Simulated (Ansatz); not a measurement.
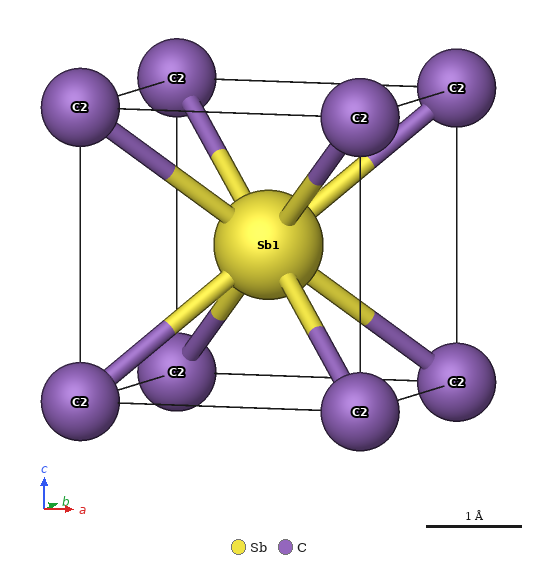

This is the input geometry for a relaxation of crystalline SbC (a generated structure, set up in Pm-3m). Style: ball-and-stick. Shown: the cell of the calculation, slightly off an axis.

The run lets cell and atoms move.

All numbers below come from Kohn-Sham DFT of a periodic cell, PBEsol, Ansatz PAW in Ansatz 0.2.0.

Input
```yaml
crystal:
  lattice:
    - [3.11468, 0.0, 0.0]
    - [0.0, 3.11468, 0.0]
    - [0.0, 0.0, 3.11468]
  atoms:
    - { symbol: Sb, position: [0.5, 0.5, 0.5] }
    - { symbol: C, position: [0.0, 0.0, 0.0] }
hamiltonian:
  xc: pbesol
  pseudopotentials: { kind: paw }
kpoints:
  mp_grid: { grid: [9, 9, 9] }
scf:
  occupations: { method: fermi_dirac, width: 0.05 }
output:
  forces: true
  stress: true
  eigenvalues: true
  write_density: true
  write_potential: true
  elf: true
  volumetric_format: npy
relax:
  f_tol: 0.01
  max_steps: 40
  cell: { stress_tol: 0.05, p_target: 10.0 }
```

Command:
```bash
ansatz run input.yaml --threads 2 --pin off --max-ram 5632MiB --backend cpu --events-out ev --progress --plain --runs-dir out
```

Question: What does the optimiser find from here?

Answer: No atom moves by more than 0.005 Å relative to the cell. The drawn cell changes as follows: a = b = c 3.115 → 2.987 Å (−4.1 %); the volume changes by −11.8 %. Near-neighbour distances that change, for instance: Sb1–C2 2.697 → 2.587 Å. The space group stays Pm-3m (No. 221). The energy rises by 19.6 meV per atom in 5 accepted moves (7 points after the start). With the target pressure of 10 GPa, the enthalpy E + pV changes by −91.6 meV per atom. All forces vanish by symmetry, so only the cell relaxes. Pressure: −5.10 GPa at the start and 10.00 GPa at the end. At 2 points the geometry stayed and the basis and grid were re-selected for the new cell (energy shift of 1.7 meV per atom at most each time).

After the run, drawn alike:

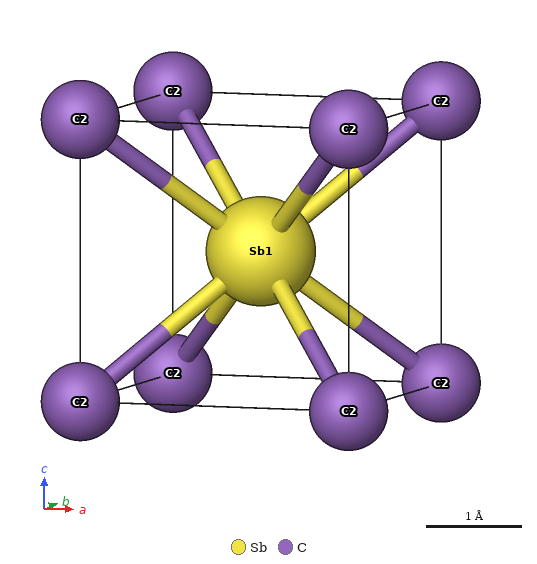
